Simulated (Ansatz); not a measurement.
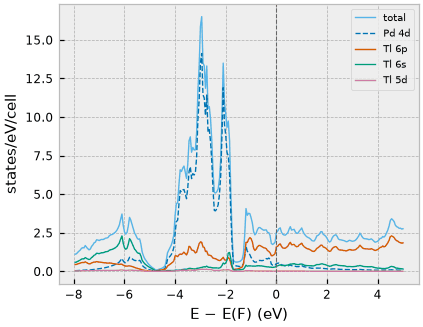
Total and projected density of states of Tl2Pd in space group I4/mcm (No. 140; Tl on 8h, Pd on 4a), r²SCAN (plane waves, PAW; program Ansatz)

**Question.** Which orbitals carry the states next to the Fermi level?

**Answer.** Within 0.5 eV of the Fermi level: Tl 6p 60 %, Pd 4d 22 %, Tl 6s 14 %. Projections are on Löwdin-orthogonalised atomic valence shells; empty p or d shells of many metals are not among them.

**Question.** Where is the tallest occupied peak in this window, and what makes it?

**Answer.** Near -2.9 eV, about 17 states/eV per cell; the largest projected share is Pd 4d.

The first step of the workflow began from a Materials Project structure, measured or hypothetical; the Crystallography Open Database files this formula in space group No. 140, but the cells were not matched. Whether it is the stable phase at ambient conditions was not checked. The cell was relaxed with r²SCAN under the symmetry of its start; its stability against distortions is not shown here. The run is not spin-polarised. Scalar-relativistic: spin–orbit coupling is off unless named, which matters more the heavier the elements.

Potentials: the later of the program's two PAW sets.
